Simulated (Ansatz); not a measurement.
# AlH2F (SMILES [H][Al]([H])[F]): levels of theory compared

Aim: a comparison of 6 runs (HF/STO-3G, B3LYP/STO-3G, PBE/STO-3G, UPBE/STO-3G, UPBE0/STO-3G, RPA@PBE/STO-3G) of AlH2F. 

The calculation is run with Ansatz 0.2.0.

52 further runs of the same task are left out: 52 set aside as unsound or not needed.

## 1. The molecule

AlH2F has 4 atoms, charge 0, and is taken as a singlet. SMILES: `[H][Al]([H])[F]`. The H2–Al1 distance was set to 3.821 Å, away from the relaxed value. At this shape a bond of the SMILES string is far longer than usual.

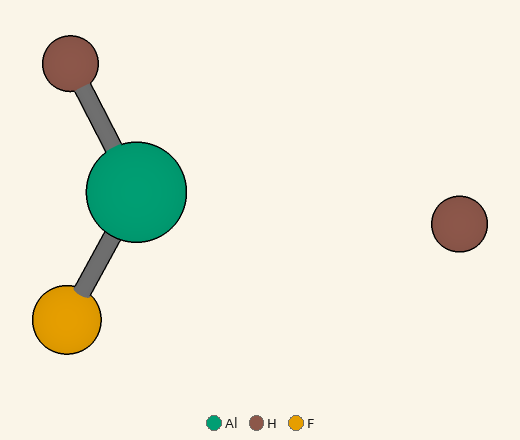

Viewed from a chosen angle; aluminium teal, hydrogen brown, fluorine amber.

## 2. The energy at HF/STO-3G (run 1)

Input file in.yaml:

```yaml
crystal:
  periodic: [false, false, false]
  atoms:
    - {symbol: Al, position_ang: [-2.271358, 0.108505, -0.018770]}
    - {symbol: H, position_ang: [1.546910, -0.017870, 0.014080]}
    - {symbol: H, position_ang: [-3.029948, 1.434645, -0.039130]}
    - {symbol: F, position_ang: [-3.118478, -1.297805, -0.015310]}
basis:
  gaussian:
    orbitals: STO-3G
accuracy: high
hamiltonian:
  xc: hf
```

Started as:

```bash
$ ansatz run in.yaml --threads 1 --pin off --max-ram 2610MiB --events-out events.jsonl --progress --plain --runs-dir runs
```

What it wrote:

```text
Warning: RAYON_NUM_THREADS=1 ignored (pool sized by the plan → 1); use --threads N
Functional definition: HF
  name "HF"
  exchange = exact_x
  correlation = 0
259 factors; integrals over basis functions are off by at most 4.5e-9 eV
mean field evaluation 1: about -9188.4611 eV, gradient 2.2e1 eV
mean field evaluation 2: about -9188.4687 eV, gradient 2.2e1 eV
mean field evaluation 4: about -9190.9385 eV, gradient 8.1e0 eV
mean field evaluation 8: about -9193.2586 eV, gradient 7.5e0 eV
mean field evaluation 16: about -9193.9201 eV, gradient 8.3e-8 eV
mean field -9193.92014928 eV, -337.8703336232 hartree, gradient 3.6e-8 eV, S^2 0.000000; 1 other end points of the search recorded, 0 dependent functions left out
reference -9193.92014928 eV, -337.8703336232 hartree; 12, 12 occupied and 4, 4 virtual orbitals, 259 factors
Total energy: -9193.92014928 eV, -337.8703336232 hartree
```

Run time: 0.1 s. Hardware: 1 thread of Arm Neoverse V1, shared host.

## 3. The energy at B3LYP/STO-3G (run 2)

Input file job.yaml:

```yaml
crystal:
  periodic: [false, false, false]
  atoms:
    - symbol: Al
      position_ang: [-2.271358, 0.108505, -0.018770]
    - symbol: H
      position_ang: [1.546910, -0.017870, 0.014080]
    - symbol: H
      position_ang: [-3.029948, 1.434645, -0.039130]
    - symbol: F
      position_ang: [-3.118478, -1.297805, -0.015310]
basis:
  gaussian: {orbitals: STO-3G}
magnetization: {spin_polarized: false, initial_magnetization: 0}
hamiltonian: {xc: {name: B3LYP}}
accuracy: high
```

Started as:

```bash
$ ansatz run job.yaml --threads 1 --pin off --max-ram 2610MiB --events-out events.jsonl --progress --plain --runs-dir runs
```

What it wrote:

```text
Warning: RAYON_NUM_THREADS=1 ignored (pool sized by the plan → 1); use --threads N
Functional definition: B3LYP
  name "B3LYP"
  parameter a0 = 0.2
  parameter ax = 0.72
  parameter ac = 0.81
  exchange = (1 - a0 - ax)*slater_x + ax*b88_x + a0*exact_x
  correlation = (1 - ac)*vwn_rpa_c + ac*lyp_c
259 factors; integrals over basis functions are off by at most 4.5e-9 eV
mean field evaluation 1: about -9212.3023 eV, gradient 2.6e1 eV
mean field evaluation 2: about -9195.7315 eV, gradient 6.3e1 eV
mean field evaluation 4: about -9214.5781 eV, gradient 9.0e0 eV
mean field evaluation 8: about -9206.7565 eV, gradient 8.8e0 eV
mean field evaluation 16: about -9220.5979 eV, gradient 4.7e-5 eV
mean field -9220.59790415 eV, -338.8507230319 hartree, gradient 1.1e-8 eV, S^2 0.000000; 0 other end points of the search recorded, 0 dependent functions left out
reference -9220.59793142 eV, -338.8507240341 hartree; 12, 12 occupied and 4, 4 virtual orbitals, 259 factors
Total energy: -9220.59793142 eV, -338.8507240341 hartree
```

Wall time 0.95 s (1 thread of Arm Neoverse V1, shared host).

Run 3 isn't shown in full; the table further down has it.

## 4. A single-point energy at UPBE/STO-3G (run 4)

in.yaml: that of step 2 with these lines changed.

```diff
@@ -8,6 +8,5 @@
 basis:
-  gaussian:
-    orbitals: STO-3G
+  gaussian: {orbitals: STO-3G}
 accuracy: high
-hamiltonian:
-  xc: hf
+hamiltonian: {xc: pbe}
+magnetization: {spin_polarized: true, initial_magnetization: 0}
```

Started as:

```bash
$ ansatz run in.yaml --threads 1 --pin off --max-ram 2610MiB --events-out events.jsonl --progress --plain --runs-dir runs
```

What it wrote:

```text
Warning: RAYON_NUM_THREADS=1 ignored (pool sized by the plan → 1); use --threads N
Functional definition: PBE
  name "PBE"
  parameter kappa = 0.804
  parameter beta = 0.06672455060314922
  exchange = pbe_x(kappa = kappa, mu = beta*pi^2/3)
  correlation = pbe_c(beta = beta)
259 factors; integrals over basis functions are off by at most 4.5e-9 eV
mean field evaluation 1: about -9205.2214 eV, gradient 1.9e1 eV
mean field evaluation 2: about -9180.2527 eV, gradient 6.0e1 eV
mean field evaluation 4: about -9207.2424 eV, gradient 9.5e0 eV
mean field evaluation 8: about -9208.5667 eV, gradient 1.8e1 eV
mean field evaluation 16: about -9214.3067 eV, gradient 1.3e-8 eV
mean field evaluation 32: about -9215.3402 eV, gradient 3.3e-6 eV
mean field -9215.34021483 eV, -338.6575065132 hartree, gradient 2.3e-8 eV, S^2 0.993768; 5 other end points of the search recorded, 0 dependent functions left out
reference -9215.34021680 eV, -338.6575065855 hartree; 12, 12 occupied and 4, 4 virtual orbitals, 259 factors
Total energy: -9215.34021680 eV, -338.6575065855 hartree
```

Wall time 3.9 s (1 thread of Arm Neoverse V1, shared host); peak memory 0.12 GiB.

Run 5 isn't shown in full; the table further down has it.

## 5. The energy at RPA@PBE/STO-3G (run 6)

Input file molecule.yaml:

```yaml
crystal:
  periodic: [false, false, false]
  atoms:
    - symbol: Al
      position_ang: [-2.271358, 0.108505, -0.018770]
    - symbol: H
      position_ang: [1.546910, -0.017870, 0.014080]
    - symbol: H
      position_ang: [-3.029948, 1.434645, -0.039130]
    - symbol: F
      position_ang: [-3.118478, -1.297805, -0.015310]
basis:
  gaussian:
    orbitals: STO-3G
hamiltonian:
  xc: pbe
correlation:
  method: rpa
  frozen_orbitals: {Al: 5, F: 1, H: 0}
accuracy: high
```

Started as:

```bash
$ ansatz run molecule.yaml --threads 1 --pin off --max-ram 2610MiB --events-out events.jsonl --progress --plain --runs-dir runs
```

What it wrote:

```text
Warning: RAYON_NUM_THREADS=1 ignored (pool sized by the plan → 1); use --threads N
[... 6 set-up lines as earlier in the session ...]
259 factors; integrals over basis functions are off by at most 4.5e-9 eV
mean field evaluation 1: about -9205.2214 eV, gradient 2.7e1 eV
mean field evaluation 2: about -9205.2039 eV, gradient 2.7e1 eV
mean field evaluation 4: about -9199.1400 eV, gradient 1.4e1 eV
mean field evaluation 8: about -9208.6274 eV, gradient 2.6e1 eV
mean field evaluation 16: about -9214.3067 eV, gradient 7.2e-9 eV
mean field evaluation 32: about -9166.4387 eV, gradient 1.9e1 eV
mean field -9214.30673189 eV, -338.6195267155 hartree, gradient 1.8e-8 eV, S^2 0.000000; 0 other end points of the search recorded, 0 dependent functions left out; unrestricted orbitals would lower it
unrestricted determinant -9199.02960072 eV, -338.0581025001 hartree, S^2 1.0046
6 core orbitals not correlated: weight in the atoms' cores, before any rotation towards them, 1.000 or more for the frozen orbitals, at most 0.000 for the correlated occupied ones
reference -9192.99069353 eV, -337.8361767545 hartree; 6, 6 occupied and 4, 4 virtual orbitals, 259 factors
Total energy: -9200.89402785 eV, -338.1266189334 hartree
```

Wall time 1.3 s (1 thread of Arm Neoverse V1, shared host); peak memory 0.092 GiB.

## 6. All runs side by side

| run | level | frozen core orbitals | energy (Eh) | wall time |
| --- | --- | --- | --- | --- |
| 1 | HF/STO-3G | – | -337.870334 | 0.1 s |
| 2 | B3LYP/STO-3G | – | -338.850724 | 0.95 s |
| 3 | PBE/STO-3G | – | -338.619527 | 0.89 s |
| 4 | UPBE/STO-3G | – | -338.657507 | 3.9 s |
| 5 | UPBE0/STO-3G | – | -338.713663 | 2.5 s |
| 6 | RPA@PBE/STO-3G | 6 | -338.126619 | 1.3 s |

## 7. Results

| quantity | value |
| --- | --- |
| run 6: total energy | -338.12662 Eh |
| run 6: RPA correlation energy (valence) | -290.4 mEh |

In words: Totals of different functionals can't be ranked against each other. In run 6 the log says that unrestricted orbitals would lower the reference, so the values rest on an unstable closed-shell determinant (other closed-shell runs at this shape may share the fault). In runs 1, 2, 3, 4, 5, 6 the basis is minimal, so the values are rough. Spin contamination of the reference: run 5 ⟨S²⟩ = 1.00, run 4 ⟨S²⟩ = 0.99. Where it is this large, the reference is a mixture of spin states, and values that rest on it are in doubt. All runs together took 9.7 s, the longest 3.9 s.
